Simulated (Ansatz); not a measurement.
The compound is Yb2I (space group P6/mmm, No. 191), taken as the input geometry of an electronic-structure calculation (not necessarily at equilibrium); the starting structure was generated, so it need not be a known form of this composition.

```cif
data_structure
_symmetry_space_group_name_H-M 'P6/mmm'
_symmetry_Int_Tables_number 191
_cell_length_a 6.0473
_cell_length_b 6.0473
_cell_length_c 3.7696
_cell_angle_alpha 90.000
_cell_angle_beta 90.000
_cell_angle_gamma 120.000
_cell_volume 119.38
loop_
_atom_site_label
_atom_site_type_symbol
_atom_site_symmetry_multiplicity
_atom_site_Wyckoff_symbol
_atom_site_fract_x
_atom_site_fract_y
_atom_site_fract_z
_atom_site_occupancy
Yb1 Yb 2 d 0.66667 0.33333 0.50000 1
I1 I 1 a 0.00000 0.00000 0.00000 1
```

Describe the stacking along c, with columns A (0, 0), B (1/3, 2/3), C (2/3, 1/3) of the hexagonal mesh.

I(A) – Yb(B)+Yb(C) (two layers in 3.77 Å).

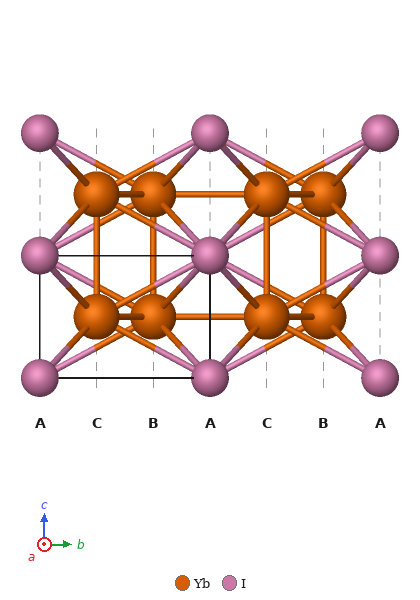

The picture looks along a close-packed row of the hexagonal mesh; c points upwards. The dashed lines mark the three columns A (0, 0), B (1/3, 2/3) and C (2/3, 1/3). The sequence starts with the first layer at or above the cell's origin.
